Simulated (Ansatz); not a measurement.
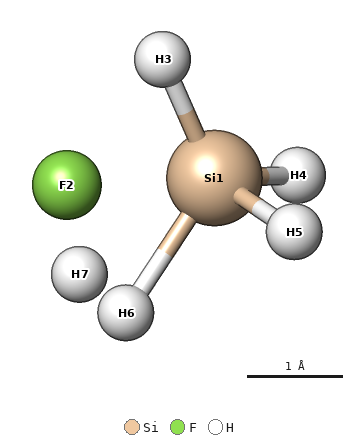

*The structure (ball-and-stick view, seen at a tilt; atoms are numbered from 1 in the order of the input).*

Bond lengths as drawn: H–Si 1.47 to 1.71 Å.

## Frequency calculation, with input and output: SiH₅F

System: SiH₅F.
Method: RHF/def2-SVPD (Ansatz 0.2.0).

It belongs to a series of runs on one base structure; here: vibrations at the highest image of the band. Figures and captions count atoms from 1; the log counts them from 0 in places.

Output:
```
Engine: ansatz 0.2.0, x86_64-unknown-linux-gnu
Functional definition: HF
  exchange = exact_x
  correlation = 0
877 factors; integrals over basis functions are off by at most 3.7e-4 eV
mean field evaluation 1: about -10638.2876 eV, gradient 2.9e1 eV
mean field evaluation 2: about -10638.2877 eV, gradient 2.9e1 eV
mean field evaluation 4: about -10640.1808 eV, gradient 2.2e0 eV
mean field evaluation 8: about -10640.2052 eV, gradient 1.5e-3 eV
mean field -10640.20516433 eV, -391.0203275991 hartree, gradient 5.6e-6 eV, S^2 0.000000; 0 other end points of the search recorded, 0 dependent functions left out
the calculation of the forces begins
reference -10640.20516433 eV, -391.0203275991 hartree; 14, 14 occupied and 73, 73 virtual orbitals, 877 factors
these checks for a lower state are left out or cut short: stability, starts, cluster_reference, orbital_swaps, neighbouring_geometries, increment
877 factors; integrals over basis functions are off by at most 3.7e-4 eV
mean field -10640.20506471 eV, -391.0203239382 hartree, gradient 2.4e-6 eV, S^2 0.000000; 0 other end points of the search recorded, 0 dependent functions left out
[... from here on the field's lines of each further geometry are left out, up to the last ...]
the calculation of the forces begins
reference -10640.20514937 eV, -391.0203270491 hartree; 14, 14 occupied and 73, 73 virtual orbitals, 877 factors
these checks for a lower state are left out or cut short: stability, starts, cluster_reference, orbital_swaps, neighbouring_geometries, increment
877 factors; integrals over basis functions are off by at most 3.7e-4 eV
mean field -10640.20513261 eV, -391.0203264334 hartree, gradient 2.3e-6 eV, S^2 0.000000; 0 other end points of the search recorded, 0 dependent functions left out
the calculation of the forces begins
reference -10640.20513261 eV, -391.0203264334 hartree; 14, 14 occupied and 73, 73 virtual orbitals, 877 factors
WARN: phonons: modes at or below zero, which the zero-point energy, F, S and C_V leave out: 1, the lowest at -1559.92 cm⁻¹. A minimum has none, and a first-order saddle one
Total energy: -10640.20516433 eV, -391.0203275991 hartree
Atom 0 at    -0.211145    -0.001576    -0.083928 Å, force    -0.000247     0.000063    -0.001023 eV/Å
Atom 1 at    -0.184097     0.776280     1.738336 Å, force    -0.000625    -0.000210    -0.001743 eV/Å
Atom 2 at     1.158732    -0.474960     0.147846 Å, force     0.000620    -0.000971     0.000487 eV/Å
Atom 3 at    -0.444842     1.349044    -0.608902 Å, force    -0.000263     0.000292     0.000158 eV/Å
Atom 4 at    -0.772140    -0.922469    -1.113160 Å, force     0.000032     0.000540    -0.000153 eV/Å
Atom 5 at    -1.438252    -0.660923     0.914290 Å, force     0.001137    -0.000187    -0.001060 eV/Å
Atom 6 at    -1.042556    -0.065395     1.517017 Å, force    -0.000654     0.000473     0.003334 eV/Å
Dipole moment:    -0.149434    -0.226755    -0.232309 e Å
Vibrations: -1559.92 223.17 490.27 730.62 780.50 985.76 1060.47 1130.99 1221.39 1254.46 1887.71 2273.93 2286.19 2393.24 2414.71 cm⁻¹, zero-point energy 1.186120 eV
```

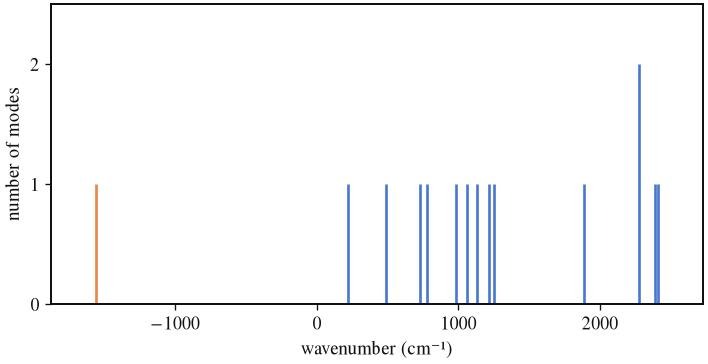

*Harmonic vibrational wavenumbers from the force constants; neighbouring modes closer than 18 cm⁻¹ are counted in one stick, and imaginary ones are drawn at negative wavenumbers.*

15 modes from 1560i to 2415 cm⁻¹, 1 imaginary beyond 8i (1560i cm⁻¹): a first-order saddle point, if the geometry is stationary.

The run was set up as follows.

Input file:
```yaml
crystal:
  periodic: [false, false, false]
  atoms:
    - { symbol: Si, position_ang: [-0.211145, -0.001576, -0.083928] }
    - { symbol: F, position_ang: [-0.184097, 0.77628, 1.738336] }
    - { symbol: H, position_ang: [1.158732, -0.47496, 0.147846] }
    - { symbol: H, position_ang: [-0.444842, 1.349044, -0.608902] }
    - { symbol: H, position_ang: [-0.77214, -0.922469, -1.11316] }
    - { symbol: H, position_ang: [-1.438252, -0.660923, 0.91429] }
    - { symbol: H, position_ang: [-1.042556, -0.065395, 1.517017] }
basis:
  gaussian: { orbitals: def2-SVPD }
hamiltonian:
  xc: hf
phonons: {}
```

Launch command:
```bash
ansatz run input.yaml --threads 1 --pin off --max-ram 2048MiB --backend cpu --events-out ev --progress --plain --runs-dir out
```

Key numbers:

- outcome: converged
- total energy: −10640.2052 eV
- mean-field energy: −10640.2052 eV
- largest force (length of the vector): 0.003 eV/Å
- hardware: 1 thread of Intel Xeon @ 2.60GHz (Ice Lake), 24 GiB of memory available, shared host
- wall time: 35 s
- peak memory: 0.16 GiB
